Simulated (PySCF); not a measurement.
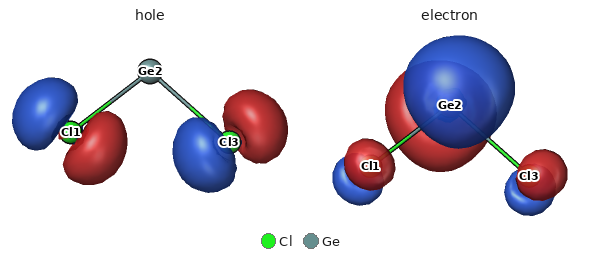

*Cl2Ge, SMILES `Cl[Ge]Cl`. Leading natural transition orbital pair of S₂ (full linear response singlet states); the surfaces enclose about 70 % of each orbital's density.*

Computed with PySCF, CAM-B3LYP/def2-SVPD, geometry: GFN2-xTB. No frequency check shows the geometry to be a minimum. GFN2-xTB bond lengths at metals and heavier atoms can be off by up to 0.1 Å and shapes distorted, which carries into these values.

### Give its energy and the atoms that hole and electron lie on.

4.73 eV (262 nm), f = 0.000 (dark); the leading pair carries 100 %; hole on Cl1 and Cl3 (48 % each), electron on Ge2 (76 %) and Cl1 and Cl3 (12 % each); their centroids lie 1.1 Å apart. In canonical orbitals it is mainly HOMO−1 → LUMO (99 %). The HOMO–LUMO gap is 7.36 eV.

Run time: 67 s on 1 thread of AMD EPYC 9R45 96-Core Processor (Zen 5), with other jobs on the host, peak memory 0.58 GiB.
